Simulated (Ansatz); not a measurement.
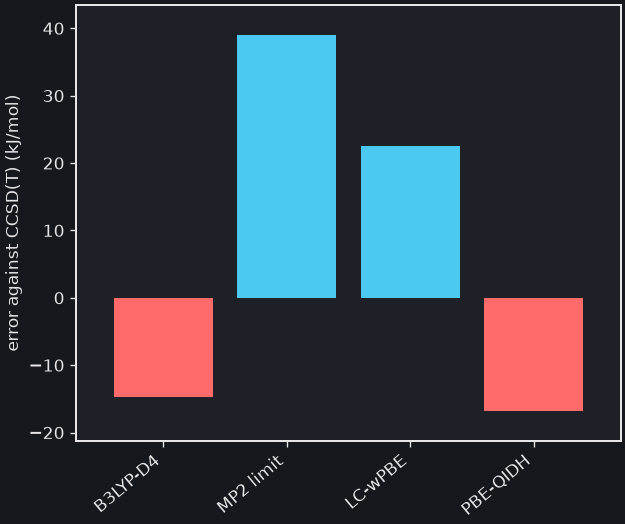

Error in the electronic atomisation energy (method less reference, so positive means overbinding) of CH₄OZn, SMILES O[CH2][ZnH], singlet: functionals in def2-TZVPP against frozen-core CCSD(T) at the limit (MP2 extrapolated from triple and quadruple zeta, plus CCSD(T) less MP2 in a smaller set), which gives 2069.4 kJ/mol, at a PBE0-D4/def2-TZVP geometry (a minimum by its frequencies), no zero-point or spin-orbit term, the Ansatz code 0.2.0. The reference leaves out core correlation, a term that grows with the number of heavy atoms. Choice of cores on heavy atoms: Zn/Cu 3s3p. PBE-QIDH holds a correlation term that converges slowly with the basis, so part of the distance to the limit is basis error. No dispersion term is added to LC-wPBE and PBE-QIDH. Limit means the basis limit.

Which of these levels overbind, and which underbind?

Answer. Overbind: MP2 limit and LC-wPBE. Underbind: PBE-QIDH. Within 15 kJ/mol of zero, too close to call in view of what the reference leaves out: B3LYP-D4.

What range do the values span?

Answer. From −16.8 kJ/mol (PBE-QIDH) to 39.0 kJ/mol (MP2 limit).

Caveats, for all or some of the runs: no scalar relativity up to krypton.
